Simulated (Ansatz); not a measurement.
The starting structures come from a database of crystals and need not be the phases stable at ambient conditions.

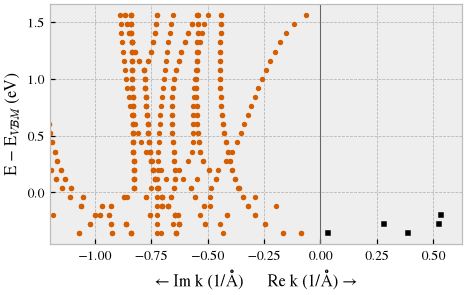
Figure. Complex bands at the centre of the two-dimensional zone; Ansatz (a quantum-chemistry and plane-wave program) with r2SCAN

No gap correction and no spin-orbit coupling; mid-gap values are interpolated between computed energies.

### Question
This is Cd(RhO2)2 (Fd-3m, spinel, not sure to be the ambient phase, 14 atoms a cell, 12.2 Å³ an atom) along the normal of (111). Read off the slowest decay at the centre of the two-dimensional zone at 0.68 eV, the computed energy nearest the middle of the gap.

### Answer
κ ≈ 0.32 1/Å, a decay length 1/(2κ) of the density of 1.6 Å.
